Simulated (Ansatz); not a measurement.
Input file:

```
crystal:
  periodic: [false, false, false]
  atoms:
    - {symbol: Si, position_ang: [-0.352861, 0.244171, 0.763139]}
    - {symbol: S, position_ang: [1.333385, 0.531542, -1.075997]}
    - {symbol: N, position_ang: [-1.202889, -0.783325, -0.155918]}
    - {symbol: H, position_ang: [0.237599, -0.369666, -1.230000]}
    - {symbol: H, position_ang: [0.617967, -0.304490, 1.739655]}
    - {symbol: H, position_ang: [-0.681764, 1.655585, 1.118103]}
    - {symbol: H, position_ang: [2.151303, -0.428306, -0.611884]}
    - {symbol: H, position_ang: [-2.102840, -0.545510, -0.547198]}
basis:
  gaussian: {orbitals: def2-TZVPP}
hamiltonian: {xc: pbe0, dispersion: d4}
output: {orbitals: {seedname: orbitals}}
```

Command:

```sh
ansatz run in.yaml --threads 2 --pin off --events-out ev --progress --plain --max-ram 4352MiB
```

A transition-state structure; geometry: PBE0-D4/def2-TZVP.

The calculation used RKS PBE0-D4/def2-TZVPP (Ansatz 0.2.0).

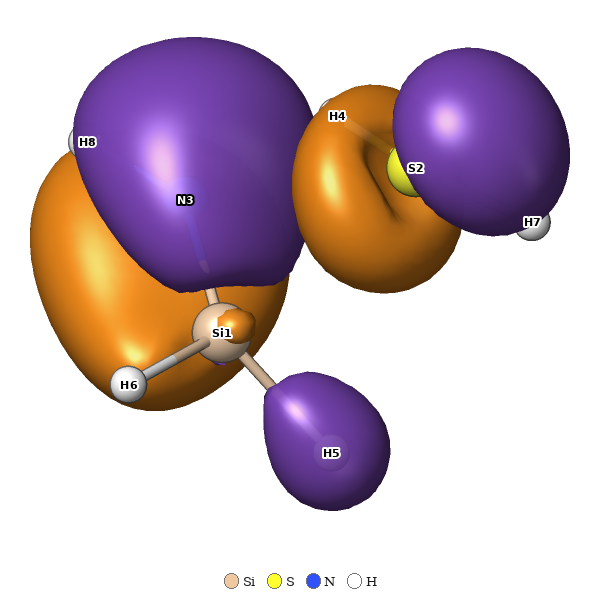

H₃NSi···H₂S. The HOMO at ±0.1 Å⁻³ᐟ² (orange and purple are the two phases), seen at a tilt.

> Describe this orbital and give its energy.

By Hirshfeld shares it lies mainly on N3 (about 60 %), Si1 (about 15 %) and S2 (about 15 %). Its energy is −6.47 eV.
